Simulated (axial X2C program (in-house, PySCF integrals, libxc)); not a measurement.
## Run report: PbO, relativistic diatomic calculation

PbO, single determinant with M_S = 1 and |Λ| = 1. Computed at this level: PBE50, spin-free X2C-1e, Pb dyall-v3z, O dyall-v3z (cores contracted) (axial X2C program (in-house, PySCF integrals, libxc)).

## What the run reported

```tsv
quantity	value
outcome	converged
bond length rₑ	2.026 Å
ωₑ	539.2 cm⁻¹
energy at the minimum	−20960.84525 hartree
depth below the fragments	1.68 eV
largest ⟨S²⟩ along the curve	2.01
hardware	1 CPU thread, shared host
wall time	8.8 s
```

## What is odd here

The input is odd on purpose: excited determinant (pick = 3.0). The program ran to the end. Its numbers are those of the input as typed; this run alone doesn't show how far the oddity moves them.

## Input
```
{"zs": [82, 8], "q": 0, "bas": ["dyall-v3z", "dyall-v3z"], "levels": ["PBE0", "HF", "PBE50", "TPSS"], "cc": false, "r0": 1.92, "npts": 10, "nst": 2, "ntry": 6, "opt": {"pick": 3}}
```

The line is the task of a batch: nuclear charges, charge, bases, the levels to run, a first guess of the distance and further settings. This report covers PBE50 without spin-orbit coupling. The log is that of the reference distance 1.91 Å.

The run was one of a batch that the task file lists, launched with:
```bash
python <driver script> task.json out
```

## Output
```
spin-free X2C-1e  PBE50
basis functions 184  fitting functions 1073  grid points 5078
iter        total energy     max residual
   1     -20960.834553758     2.09e-01
   2     -20960.839966788     7.03e-03
   3     -20960.839976537     7.99e-03
   4     -20960.840424951     1.42e-03
   5     -20960.840442528     1.19e-03
   6     -20960.840460020     3.81e-04
   7     -20960.840464182     1.08e-04
   8     -20960.840464444     2.90e-05
   9     -20960.840464493     1.05e-05
  10     -20960.840464497     2.94e-06
  11     -20960.840464497     1.62e-06
converged
one-electron -29039.28147311  Coulomb 8299.91298002  exact exchange -198.69106316  xc functional -204.52973043  nuclear repulsion 181.74882218
```

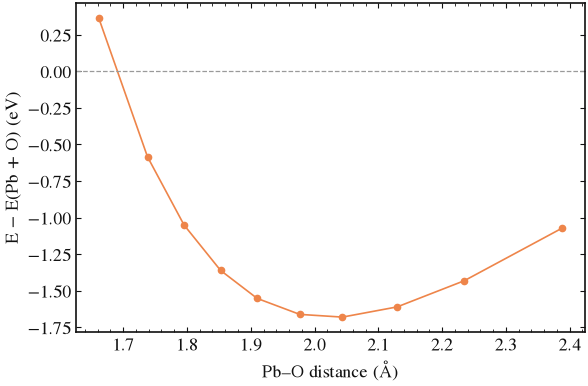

*Energy at 10 bond lengths, for one set of occupations held fixed; the line joins the points.*

A polynomial of degree 6 through 9 points gives rₑ = 2.026 Å, ωₑ = 539.2 cm⁻¹, ωₑxₑ = 2.6 cm⁻¹ and Bₑ = 0.2765 cm⁻¹. The minimum lies 1.68 eV below Pb + O, each computed as one determinant at the same level.
